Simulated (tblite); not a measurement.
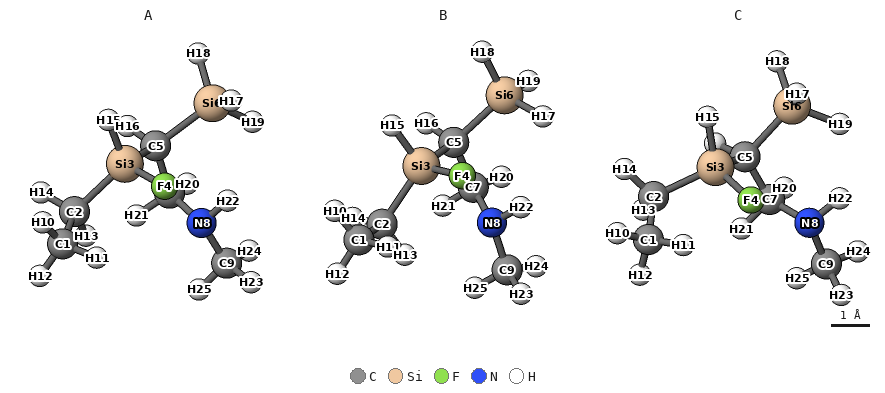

3 geometries from one relaxation of C5H16FNSi2, in shuffled order. Style: ball-and-stick. Shown at a tilt.

The calculation used tblite, GFN2-xTB geometry optimisation, gas phase. 

**Put them in the order of the run, from the start to the converged end.**

C, A, B. They are steps 0, 66, 194, at +119.4 kJ/mol, +17.2 kJ/mol relative to the last. The energy falls by 119.4 kJ/mol in 194 geometry steps. The largest move after the best rigid fit is that of H14, 2.00 Å. By element the largest moves are H 2.00 Å, C 1.02 Å, F 0.68 Å, N 0.60 Å, Si 0.35 Å. Among the contacts that change: Si3–N8 3.341 → 2.789 Å, Si3–F4 1.684 → 1.622 Å, C5–C7 1.466 → 1.526 Å, C2–Si3 1.845 → 1.896 Å. Bond angles that change, for instance: C5–C7–N8 118.8° → 107.4°, Si3–C5–C7 117.2° → 108.0°, C7–N8–C9 106.8° → 114.2°. Groups turn about C1–C2 by about 60°, C5–Si6 by about 55°, C2–Si3 by about 55°. Cost: 3.8 s on 1 thread of Arm Neoverse N1 (shared host).
